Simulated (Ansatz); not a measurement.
**CH3FOZn (SMILES C[O][Zn][F]): density, localisation and related maps**

```csv
atom,x (Å),y (Å),z (Å)
C,0.2127,1.0399,0.0291
O,0.7310,-0.2548,-0.1301
Zn,-0.1999,-1.7436,-0.0734
F,-1.0055,-3.2846,-0.0395
H,-0.5276,1.2986,-0.7390
H,-0.2515,1.1938,1.0118
H,1.0408,1.7507,-0.0589
```

Geometry: PBE0-D4/def2-TZVP.

Level of theory: RKS PBE0-D4/def2-TZVPP in Ansatz 0.2.0.

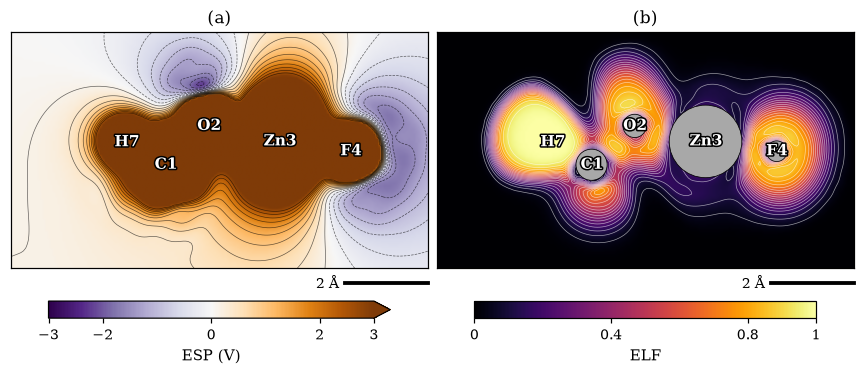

Figure 1. (a) molecular electrostatic potential; (b) ELF on the plane of atoms O2, C1 and H7. Grey discs cover the atomic cores in the ELF map.

### What does the map show?

The section cuts through C, O, Zn, F and H sites.
C–O (1.40 Å): the ELF peaks at about 0.90 between the atoms (a polar covalent bond).
Zn–F (1.74 Å): the ELF peaks at about 0.80 in the valence shell of F, 0.5 Å from its nucleus, and is about 0.20 at the midpoint.
Zn–O (1.76 Å): the ELF peaks at about 0.85 in the valence shell of O, 0.6 Å from its nucleus, and is about 0.25 at the midpoint.
C–H (1.09 Å): the ELF climbs to about 1 towards the hydrogen, as it does in any bond to H; an ordinary covalent bond to hydrogen.
The ELF also peaks beside F4 and O2, away from the bonds: lone-pair regions.
Outside the dense part of the molecule the potential is most negative (−1.9 V) near O2.

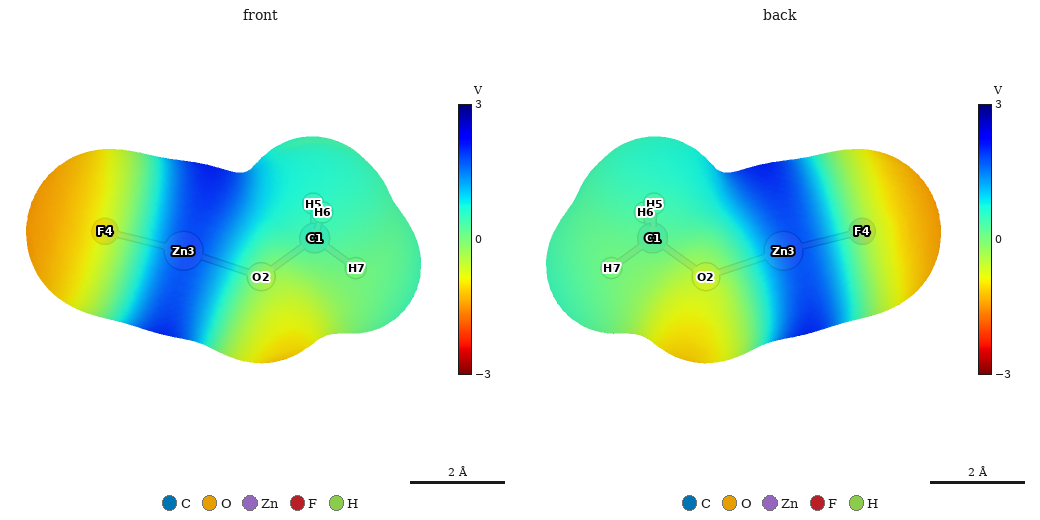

Figure 2. The electrostatic potential painted on the density surface at 0.001 e/bohr³, seen from the front and from behind; the colour scale runs from red (negative) to blue (positive).

### Which sites attract a positive test charge, and which a negative one?

A positive charge is drawn to the negative regions and a negative charge to the positive ones. The most negative region (about −1.5 V) lies over F4, the most positive (about +2.0 V) over Zn3.

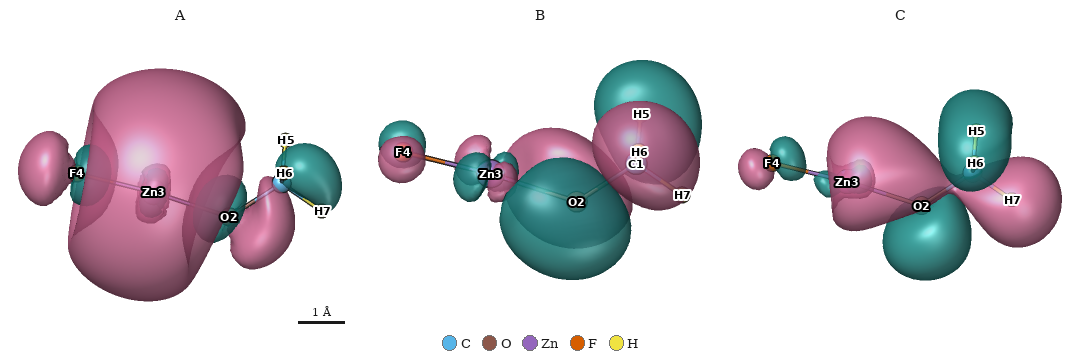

Figure 3. Three frontier orbitals at ±0.06 Å⁻³ᐟ² (teal and pink are the two phases), in no order.

### Which picture is the HOMO−1, the HOMO and the LUMO?

C is the HOMO−1 (−8.29 eV). It lies mainly on O2 (about 55 %), C1 (about 15 %), Zn3 (about 10 %) and H7 (about 10 %). B is the HOMO (−7.82 eV). It lies mainly on O2 (about 60 %), C1 (about 15 %), Zn3 (about 10 %), H5 (about 5 %) and H6 (about 5 %). A is the LUMO (−1.40 eV). By Hirshfeld shares it lies mainly on Zn3 (about 70 %), F4 (about 10 %) and O2 (about 10 %).

### What is the HOMO–LUMO gap?

6.42 eV between the orbital energies.
